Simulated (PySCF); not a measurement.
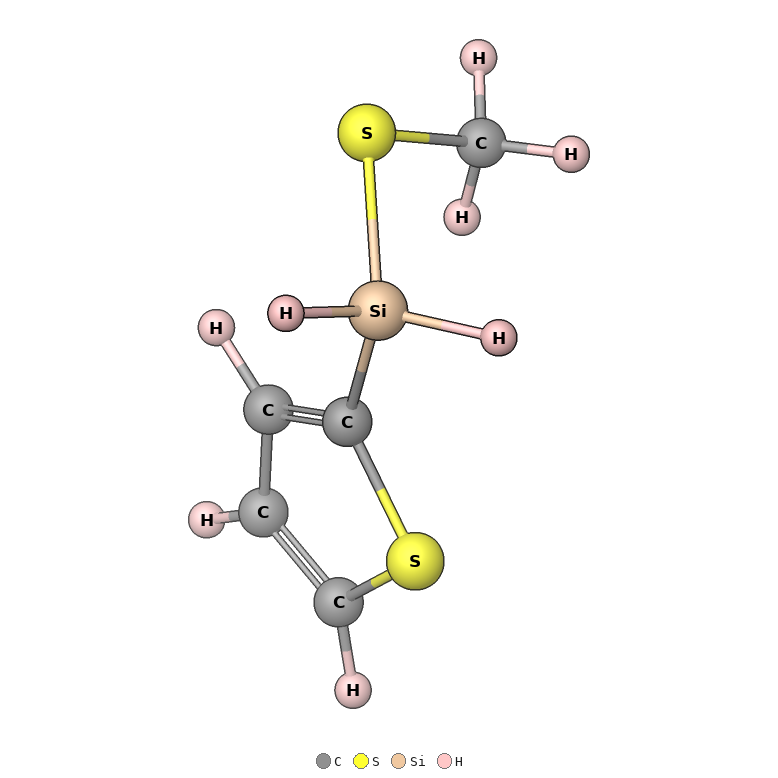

Orthographic view. Atoms fade into the background with distance from the viewer. Computed geometry: PBE0-D3(BJ)/def2-SVP optimisation. No frequency run is at hand to confirm it as a minimum.

Write the InChI string.

InChI=1S/C5H8S2Si/c1-6-8-5-3-2-4-7-5/h2-4H,8H2,1H3
